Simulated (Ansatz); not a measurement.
Partial pair distribution functions of a relaxed model of amorphous hafnium silicate (Hf10Si10O40), broadened by 0.06 Å; density 5.38 g/cm³. Computed with PBE (plane waves to 420 eV, PAW; Ansatz, a quantum-chemistry and plane-wave program).

It comes from a melt-quench run on a machine-learned potential (CHGNet), relaxed afterwards by DFT. O atoms were pushed apart under 1.9 Å during the dynamics, to hinder bonds among them. It is a model cell: composition and starting density were chosen by hand, and all elements were melted together. No dispersion term was used. Its density started from a set value of 5.59 and ended at 5.38 g/cm³. Cooling (nominally 630 K/ps over its main leg) ran many orders faster than in experiment, which tends to leave more defects and strain. One small periodic cell is one sample of the glass; other quenches scatter about these values. The volume was free in the relaxation, at fixed shape. Stress components on the final sampling reach 1.2 GPa.

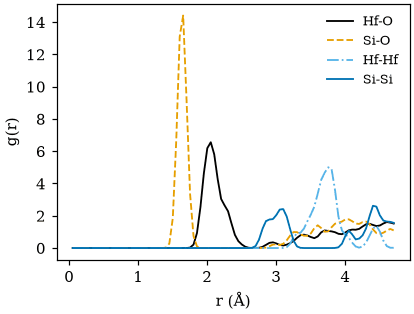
Partial pair distribution functions

Highest peaks under 4.5 Å: Hf-O near 2.05 Å, Si-O near 1.65 Å, Hf-Hf near 3.75 Å, Si-Si near 4.40 Å; pairs of few atoms are noisy.

Within 2.60 Å each Hf has 5.60 O neighbours on average.
